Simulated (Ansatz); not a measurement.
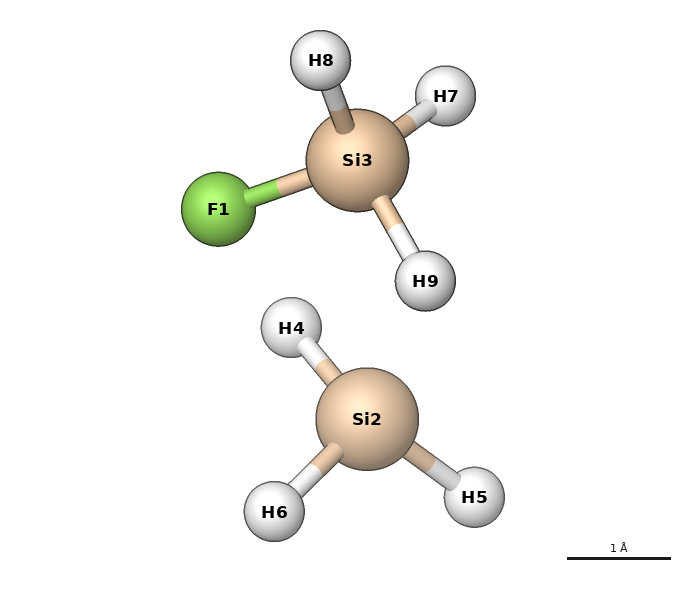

The atoms are numbered. State: neutral, doublet. The computed structure is the end point of a PBE0-D4/def2-TZVP optimisation.

**How are the neighbours of atom 3 arranged?**

Si3 has 4 neighbours (F1 at 1.60, H7 at 1.48, H8 at 1.48, H9 at 1.48 Å); the arrangement is tetrahedral.

**What is the geometry at Si2?**

Si2 has 3 neighbours (H4 at 1.48, H5 at 1.49, H6 at 1.48 Å); the arrangement is trigonal pyramidal.
